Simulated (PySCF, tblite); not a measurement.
# C₈H₇Cl: excited states, first hyperpolarisability

Wanted: excited states, first hyperpolarisability for C₈H₇Cl (`Cl/C=C/c1ccccc1`).

Programs: tblite 0.8.0 and PySCF 2.14.0, with routines of our own; each step states its level. All values are computed. Atoms count from 0.

### 1 The system as given

16 atoms, charge 0, multiplicity 1; geometry from: force field or distance geometry start.

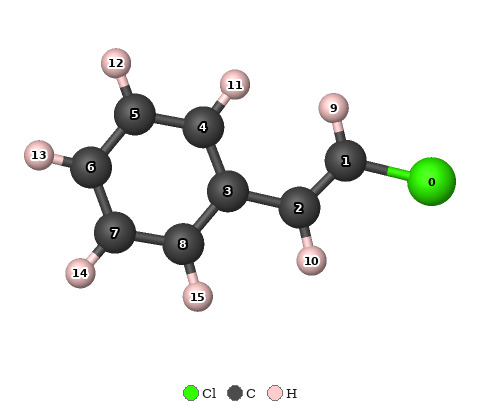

The starting geometry (chlorine green, carbon dark grey, hydrogen pink).

### 2 Optimising the geometry with GFN2-xTB

Job settings and geometry (Å):

```
{"job": {"kind": "relax", "xc": "GFN2-xTB", "basis": "xTB"}, "charge": 0, "multiplicity": 1}
Cl     4.471700    -0.219900    -0.003900
C      2.761900     0.259000    -0.056500
C      1.792700    -0.628400     0.062200
C      0.370600    -0.252000     0.017000
C     -0.077400     1.033500    -0.111600
C     -1.441700     1.339200    -0.148300
C     -2.365700     0.327000    -0.028600
C     -1.935800    -0.978000     0.125500
C     -0.569700    -1.259300     0.145400
H      2.559400     1.308900    -0.161000
H      1.996500    -1.685100     0.176100
H      0.594700     1.850900    -0.214300
H     -1.781200     2.365100    -0.250000
H     -3.398900     0.607500    -0.053800
H     -2.662900    -1.753200     0.215900
H     -0.321900    -2.306100     0.274500
```

On the command line:

```bash
> OMP_NUM_THREADS=1 python excited_run.py task.json out
```

The driver reads the jobs from task.json and runs them one after another.

The log of the run:

```text
step      E/eV     max force
  0    -685.85703    1.713
  1    -685.93194    0.827
  2    -685.95988    0.468
  3    -685.97693    0.316
  4    -685.98465    0.265
  5    -685.99044    0.177
  6    -685.99288    0.104
  7    -685.99437    0.128
  8    -685.99541    0.121
  9    -685.99620    0.107
 10    -685.99686    0.081
 11    -685.99752    0.077
 12    -685.99813    0.075
 13    -685.99866    0.051
 14    -685.99913    0.058
 15    -685.99962    0.055
 16    -686.00015    0.065
 17    -686.00073    0.055
 18    -686.00127    0.057
 19    -686.00165    0.048
 20    -686.00186    0.044
 21    -686.00201    0.042
 22    -686.00218    0.034
 23    -686.00236    0.038
 24    -686.00251    0.028
 25    -686.00259    0.021
 26    -686.00264    0.017
 27    -686.00268    0.015
 28    -686.00272    0.014
 29    -686.00274    0.012
 30    -686.00276    0.011
 31    -686.00277    0.007
```

It took 0.24 s on 1 thread of Arm Neoverse V1, shared host.

Step by step:

```
step  energy from step 0 (eV)  largest force (eV/Å)
   0                   0.0000                1.7132
   1                  -0.0749                0.8270
   2                  -0.1028                0.4683
   3                  -0.1199                0.3160
   4                  -0.1276                0.2645
   5                  -0.1334                0.1774
   6                  -0.1359                0.1042
   7                  -0.1373                0.1283
   8                  -0.1384                0.1214
   9                  -0.1392                0.1072
  10                  -0.1398                0.0811
  11                  -0.1405                0.0769
  12                  -0.1411                0.0747
  13                  -0.1416                0.0512
  14                  -0.1421                0.0584
  15                  -0.1426                0.0551
  16                  -0.1431                0.0650
  17                  -0.1437                0.0546
  18                  -0.1442                0.0572
  19                  -0.1446                0.0475
  20                  -0.1448                0.0444
  21                  -0.1450                0.0423
  22                  -0.1451                0.0341
  23                  -0.1453                0.0383
  24                  -0.1455                0.0280
  25                  -0.1456                0.0210
  26                  -0.1456                0.0171
  27                  -0.1457                0.0150
  28                  -0.1457                0.0144
  29                  -0.1457                0.0122
  30                  -0.1457                0.0114
  31                  -0.1457                0.0073
```

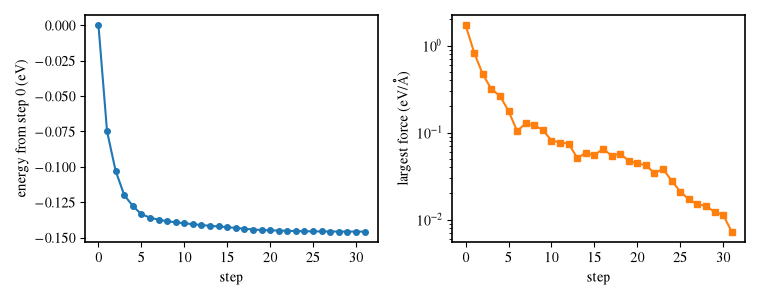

Energy and force, step by step.

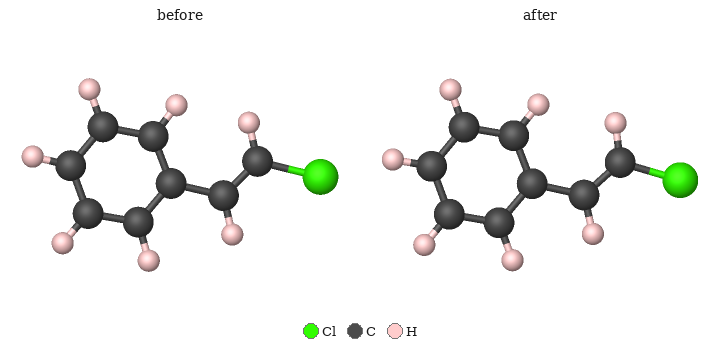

The geometry before (left) and after (right).

Distances of close pairs at the start and the end, largest changes first:

| bond | before (Å) | after (Å) | change (Å) |
| --- | --- | --- | --- |
| Cl0–C1 | 1.776 | 1.718 | -0.058 |
| C3–C4 | 1.367 | 1.396 | +0.029 |
| C4–C5 | 1.399 | 1.381 | -0.017 |
| C2–C3 | 1.472 | 1.455 | -0.017 |
| C4–H11 | 1.063 | 1.079 | +0.015 |
| C7–H14 | 1.067 | 1.080 | +0.014 |
| C7–C8 | 1.395 | 1.382 | -0.013 |
| C3–C8 | 1.384 | 1.397 | +0.013 |

The next job starts from the end point, and lists it.

### 3 Harmonic vibrations with GFN2-xTB

Job settings and geometry (Å):

```
{"job": {"kind": "ir", "xc": "GFN2-xTB", "basis": "xTB"}, "charge": 0, "multiplicity": 1}
Cl     4.422730    -0.290333     0.002037
C      2.790399     0.244796    -0.045773
C      1.766189    -0.597086     0.056625
C      0.355943    -0.240535     0.025230
C     -0.101367     1.070772    -0.121383
C     -1.454368     1.347196    -0.145171
C     -2.382218     0.325032    -0.023071
C     -1.944424    -0.980652     0.123164
C     -0.591526    -1.259645     0.146745
H      2.700952     1.311914    -0.165421
H      1.973088    -1.652578     0.174907
H      0.604274     1.880729    -0.217460
H     -1.789681     2.367779    -0.260161
H     -3.439077     0.546313    -0.041405
H     -2.660707    -1.783587     0.219265
H     -0.257804    -2.281172     0.260463
```

The log of the run:

```text
mode    cm-1     km/mol
  1      25.4      0.16
  2     102.1      0.18
  3     129.9      0.28
  4     258.7      0.08
  5     273.2      0.40
  6     367.3      0.01
  7     386.5      0.14
  8     478.9      1.51
  9     564.0      3.95
 10     590.1      0.02
 11     656.3      1.14
 12     713.4     18.21
 13     765.1     10.05
 14     813.3     18.86
 15     849.9      4.00
 16     867.1      0.01
 17     896.6      0.01
 18     926.7      0.03
 19     931.5      0.16
 20     978.8     26.56
 21     988.4      0.56
 22    1085.5      0.30
 23    1119.8      1.47
 24    1177.7      5.81
 25    1184.4      1.87
 26    1213.5      5.69
 27    1234.3     12.52
 28    1273.9      1.01
 29    1303.3      1.95
 30    1330.3      0.34
 31    1432.9      0.66
 32    1474.2      0.97
 33    1579.0      2.78
 34    1592.4     12.51
 35    1638.6     51.91
 36    3065.9      8.95
 37    3072.5     12.26
 38    3076.0      1.66
 39    3082.9     65.36
 40    3090.7     64.19
 41    3093.6     20.35
 42    3103.1     35.28
```

It took 0.59 s on 1 thread of Arm Neoverse V1, shared host.

The strongest bands and the atoms that carry them (share of the mass-weighted mode):

| cm⁻¹ | km/mol | atoms |
| --- | --- | --- |
| 713 | 18.2 | H9 24 %, C1 18 %, C2 15 %, H10 11 % |
| 813 | 18.9 | C1 54 %, Cl0 15 % |
| 979 | 26.6 | H10 57 %, H9 32 % |
| 1639 | 51.9 | C2 49 %, C1 36 % |
| 3083 | 65.4 | H14 31 %, H15 26 %, H12 18 %, H13 15 % |
| 3091 | 64.2 | H9 47 %, H13 19 %, H14 12 %, H11 12 % |
| 3094 | 20.4 | H9 33 %, H13 29 %, H14 16 % |
| 3103 | 35.3 | H11 75 % |

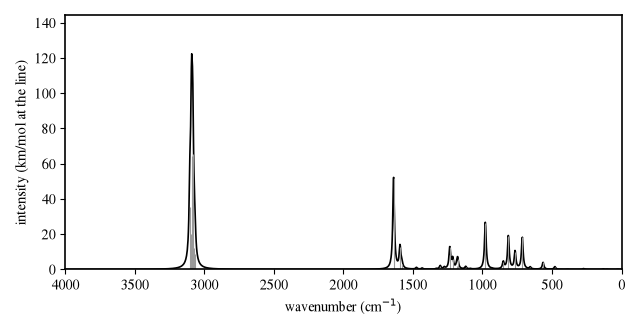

The infrared spectrum from these modes, unscaled. Lines are broadened to a width of 14 cm⁻¹ (Lorentzian).

### 4 Excited states: TDA B3LYP/def2-SVPD

The job, as its differences from that of step 3:

```diff
@@ -1,2 +1,2 @@
-{"job": {"kind": "ir", "xc": "GFN2-xTB", "basis": "xTB"}, "charge": 0, "multiplicity": 1}
+{"job": {"kind": "states", "xc": "B3LYP", "basis": "def2-SVPD", "tda": true, "soc": true, "nstates": 8, "ntriplets": 4, "nquad": 4}, "charge": 0, "multiplicity": 1}
 Cl     4.422730    -0.290333     0.002037
```

With the program's defaults for keys left out, this is: TDA B3LYP/def2-SVPD excited states, vertical, gas phase, spin-orbit mean-field couplings.

The log of the run:

```text
coarse grid: 14656 points
cycle   1  E = -768.7584206157  dE =  1.401e+00  |g| = 4.059e-01  |ddm| = 2.814e+01
cycle   2  E = -768.7277729780  dE =  3.065e-02  |g| = 5.278e-01  |ddm| = 9.005e+00
cycle   3  E = -768.8033616400  dE = -7.559e-02  |g| = 1.159e-01  |ddm| = 3.818e+00
cycle   4  E = -768.8068066592  dE = -3.445e-03  |g| = 3.994e-02  |ddm| = 4.630e-01
cycle   5  E = -768.8071734333  dE = -3.668e-04  |g| = 1.329e-02  |ddm| = 2.477e-01
cycle   6  E = -768.8072164517  dE = -4.302e-05  |g| = 4.613e-03  |ddm| = 5.430e-02
cycle   7  E = -768.8072224049  dE = -5.953e-06  |g| = 1.249e-03  |ddm| = 2.337e-02
final grid: 139016 points
cycle   8  E = -768.9166628523  dE = -4.837e-05  |g| = 6.556e-03  |ddm| = 5.413e-01
cycle   9  E = -768.9166512481  dE =  1.160e-05  |g| = 9.044e-03  |ddm| = 1.229e-01
cycle  10  E = -768.9166743002  dE = -2.305e-05  |g| = 1.644e-03  |ddm| = 6.675e-02
cycle  11  E = -768.9166750636  dE = -7.634e-07  |g| = 2.756e-04  |ddm| = 5.946e-03
cycle  12  E = -768.9166750826  dE = -1.899e-08  |g| = 8.559e-05  |ddm| = 1.645e-03
cycle  13  E = -768.9166750840  dE = -1.425e-09  |g| = 4.600e-05  |ddm| = 6.101e-04
cycle  14  E = -768.9166750846  dE = -5.537e-10  |g| = 9.020e-06  |ddm| = 1.995e-04
converged SCF energy = -768.9166750846

Singlet excitations
state   eV       nm        f     d(h-e)  d(exc)  Lambda  PR(NTO)  |dmu|/D   mu/D   main configurations
  1   4.7427   261.4   0.15543   0.565   3.577   0.645   1.505    1.615    0.247   H->L+1 0.41, H->L 0.29, H-1->L 0.27
  2   4.9793   249.0   0.51900   0.131   3.651   0.734   1.181    0.102    1.893   H->L 0.63, H-1->L 0.23, H->L+1 0.10
  3   5.8551   211.8   0.27156   0.818   4.187   0.565   1.940    2.282    0.528   H->L+1 0.41, H-1->L 0.38, H-2->L+1 0.10
  4   5.8925   210.4   0.00061   1.213   4.222   0.438   1.019    4.245    6.057   H->L+2 0.94
  5   6.1222   202.5   0.00052   0.132   4.322   0.764   1.824                     H-2->L 0.67, H->L+4 0.27
  6   6.1247   202.4   0.00009   2.849   4.105   0.304   1.009                     H-3->L 0.97
  7   6.2783   197.5   0.00000   1.616   4.447   0.398   1.023                     H->L+3 0.90
  8   6.4094   193.4   0.00010   1.065   4.646   0.319   1.025                     H->L+5 0.93

Triplet excitations (Tamm-Dancoff)
state   eV     d(h-e)  d(exc)  Lambda  PR(NTO)   main configurations
  1   3.0305   0.178   3.203   0.836   1.088   H->L 0.94
  2   4.2836   0.158   3.254   0.560   1.836   H-1->L 0.56, H->L+1 0.37
  3   4.4400   0.456   2.872   0.730   1.484   H-1->L+1 0.40, H->L+1 0.32, H-2->L 0.09
  4   4.6693   0.227   3.123   0.665   1.641   H-1->L 0.34, H->L+1 0.27, H-1->L+1 0.25
S1 - T1 = 1.7123 eV

Spin-orbit couplings |<S|Hso|T>| (cm-1)
             T1       T2       T3       T4
S0        0.075    0.063    0.161    0.125
S1        0.032    0.024    0.024    0.006
S2        0.018    0.051    0.006    0.044
S3        0.181    0.033    0.060    0.038
S4       19.311    3.171    3.814    4.576
S5        5.223    0.706    2.233    1.503
S6       88.965   12.027   38.098   25.636
S7        8.949    0.915    2.243    1.368
S8        7.265    2.179    0.410    2.704
T1 sublevels (cm-1): 0.000 0.298 0.319   radiative rates (1/s): 0.233 0.0612 0.000461
```

Wall time 53 s (1 thread of Arm Neoverse V1, shared host); peak memory 0.9 GiB.

From this job:

| quantity | value |
| --- | --- |
| S1 less T1 | 1.71 eV |

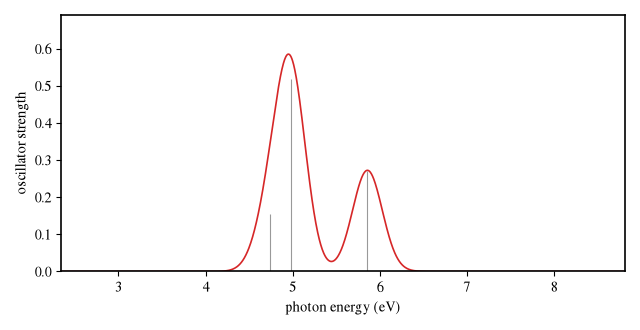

Absorption lines of the singlets. Lines are broadened to a width of 0.40 eV (Gaussian).

### 5 Excited states: TDDFT B3LYP/def2-SVPD

The job, as its differences from that of step 4:

```diff
@@ -1,2 +1,2 @@
-{"job": {"kind": "states", "xc": "B3LYP", "basis": "def2-SVPD", "tda": true, "soc": true, "nstates": 8, "ntriplets": 4, "nquad": 4}, "charge": 0, "multiplicity": 1}
+{"job": {"kind": "states", "xc": "B3LYP", "basis": "def2-SVPD", "tpa": true, "nstates": 6, "nquad": 5, "ntriplets": 0}, "charge": 0, "multiplicity": 1}
 Cl     4.422730    -0.290333     0.002037
```

Level: TDDFT B3LYP/def2-SVPD excited states, vertical, gas phase, two-photon moments by quadratic response.

The log of the run:

```text
coarse grid: 14656 points
cycle   1  E = -768.7584206157  dE =  1.401e+00  |g| = 4.059e-01  |ddm| = 2.814e+01
cycle   2  E = -768.7277729780  dE =  3.065e-02  |g| = 5.278e-01  |ddm| = 9.005e+00
cycle   3  E = -768.8033616400  dE = -7.559e-02  |g| = 1.159e-01  |ddm| = 3.818e+00
cycle   4  E = -768.8068066592  dE = -3.445e-03  |g| = 3.994e-02  |ddm| = 4.630e-01
cycle   5  E = -768.8071734333  dE = -3.668e-04  |g| = 1.329e-02  |ddm| = 2.477e-01
cycle   6  E = -768.8072164517  dE = -4.302e-05  |g| = 4.613e-03  |ddm| = 5.430e-02
cycle   7  E = -768.8072224049  dE = -5.953e-06  |g| = 1.249e-03  |ddm| = 2.337e-02
final grid: 139016 points
cycle   8  E = -768.9166628523  dE = -4.837e-05  |g| = 6.556e-03  |ddm| = 5.413e-01
cycle   9  E = -768.9166512481  dE =  1.160e-05  |g| = 9.044e-03  |ddm| = 1.229e-01
cycle  10  E = -768.9166743002  dE = -2.305e-05  |g| = 1.644e-03  |ddm| = 6.675e-02
cycle  11  E = -768.9166750636  dE = -7.634e-07  |g| = 2.756e-04  |ddm| = 5.946e-03
cycle  12  E = -768.9166750826  dE = -1.899e-08  |g| = 8.559e-05  |ddm| = 1.645e-03
cycle  13  E = -768.9166750840  dE = -1.425e-09  |g| = 4.600e-05  |ddm| = 6.101e-04
cycle  14  E = -768.9166750846  dE = -5.537e-10  |g| = 9.020e-06  |ddm| = 1.995e-04
converged SCF energy = -768.9166750846

Singlet excitations
state   eV       nm        f     d(h-e)  d(exc)  Lambda  PR(NTO)  |dmu|/D   mu/D   delta(TPA)   sigma/GM   main configurations
  1   4.6051   269.2   0.39009   0.645   3.632   0.775   1.182    1.631    0.353       43.16      0.335   H->L 0.81, H->L+1 0.12
  2   4.8326   256.6   0.11585   0.137   3.516   0.587   1.684    0.206    1.985      108.78      0.931   H-1->L 0.46, H->L+1 0.38, H->L 0.15
  3   5.6517   219.4   0.22240   0.560   4.094   0.557   2.050    1.512    0.354       78.96      0.924   H->L+1 0.46, H-1->L 0.44
  4   5.8786   210.9   0.00084   1.275   4.220   0.437   1.020    4.477    6.290        2.02      0.026   H->L+2 0.93
  5   6.0834   203.8   0.00831   0.227   4.234   0.768   1.737    0.843    0.977     4553.11     61.730   H-2->L 0.75, H->L+4 0.18
  6   6.1215   202.5   0.00008   2.860   4.106   0.302   1.006                                            H-3->L 0.98
```

Wall time 61 s (1 thread of Arm Neoverse V1, shared host); peak memory 0.96 GiB.

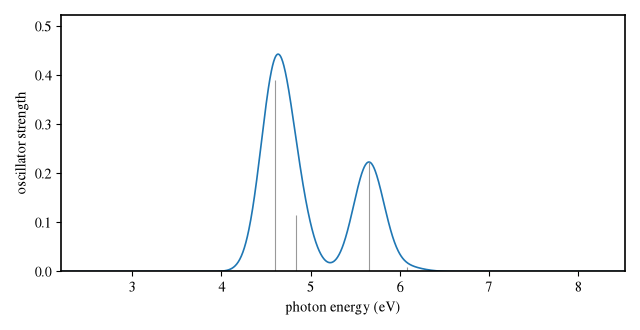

Absorption lines of the singlets. Lines are broadened to a width of 0.40 eV (Gaussian).

### 6 First hyperpolarisability: quadratic response CAM-B3LYP/def2-SVPD

The job, as its differences from that of step 5:

```diff
@@ -1,2 +1,2 @@
-{"job": {"kind": "states", "xc": "B3LYP", "basis": "def2-SVPD", "tpa": true, "nstates": 6, "nquad": 5, "ntriplets": 0}, "charge": 0, "multiplicity": 1}
+{"job": {"kind": "beta", "xc": "CAM-B3LYP", "basis": "def2-SVPD", "wavelengths": [1907, 1340]}, "charge": 0, "multiplicity": 1}
 Cl     4.422730    -0.290333     0.002037
```

Level: quadratic response CAM-B3LYP/def2-SVPD first hyperpolarisability, Taylor convention, gas phase.

The log of the run:

```text
coarse grid: 14656 points
cycle   1  E = -768.5769327382  dE =  1.777e+00  |g| = 3.438e-01  |ddm| = 2.609e+01
cycle   2  E = -768.5872234672  dE = -1.029e-02  |g| = 3.313e-01  |ddm| = 5.733e+00
cycle   3  E = -768.6142760659  dE = -2.705e-02  |g| = 6.237e-02  |ddm| = 1.812e+00
cycle   4  E = -768.6152212167  dE = -9.452e-04  |g| = 2.775e-02  |ddm| = 3.131e-01
cycle   5  E = -768.6154081287  dE = -1.869e-04  |g| = 6.672e-03  |ddm| = 1.907e-01
cycle   6  E = -768.6154199349  dE = -1.181e-05  |g| = 1.970e-03  |ddm| = 2.797e-02
cycle   7  E = -768.6154211465  dE = -1.212e-06  |g| = 8.015e-04  |ddm| = 1.521e-02
final grid: 139016 points
cycle   8  E = -768.7282821165  dE = -3.836e-05  |g| = 3.899e-03  |ddm| = 3.348e-01
cycle   9  E = -768.7282828329  dE = -7.164e-07  |g| = 3.628e-03  |ddm| = 6.501e-02
cycle  10  E = -768.7282863916  dE = -3.559e-06  |g| = 4.634e-04  |ddm| = 3.113e-02
cycle  11  E = -768.7282864380  dE = -4.644e-08  |g| = 2.324e-04  |ddm| = 2.296e-03
cycle  12  E = -768.7282864529  dE = -1.488e-08  |g| = 3.294e-05  |ddm| = 1.149e-03
cycle  13  E = -768.7282864532  dE = -2.728e-10  |g| = 1.459e-05  |ddm| = 2.087e-04
converged SCF energy = -768.7282864532

Lowest singlets (eV, f): 4.8560 0.4395  5.1321 0.0877  6.2428 0.3008

First hyperpolarisability (au)
process     nm      |vector|   parallel      HRS      DR
static         -      232.18    -137.08      95.56   5.103
shg       1907.0      256.35    -151.48      105.5   5.097
eope      1907.0      239.84    -141.64          -       -
shg       1340.0      285.31    -168.75     117.42   5.087
eope      1340.0      248.09    -146.56          -       -
```

It took 63 s on 1 thread of Arm Neoverse V1, shared host; peak memory 1.1 GiB.

### 7 Results

```
                                                 quantity                                                value
                strongest single infrared mode (GFN2-xTB)                                 3083 cm⁻¹, 65 km/mol
                             zero-point energy (GFN2-xTB)                                        75.5 kcal/mol
                 S1 less T1 (step 4, TDA B3LYP/def2-SVPD)                                              1.71 eV
β vector (step 6, quadratic response CAM-B3LYP/def2-SVPD)  static 232, SHG 1907.0 nm 256, SHG 1340.0 nm 285 au
```

In words: All 42 modes are real, so the xTB geometry is a minimum. The strongest single mode, at 3083 cm⁻¹, is carried by H14, H15, H12, H13. GFN2-xTB is a fitted tight-binding method: band positions and strengths are rough. Its intensities can rank the bands wrongly. In step 4, the number of triplets below S1 is at least 4, and the largest singlet-triplet spin-orbit coupling is S6–T1, 88.97 cm⁻¹. β grows from 232 au (static) to 285 au for doubling at 1340.0 nm: normal dispersion, which grows as twice the photon energy moves toward the bright states.
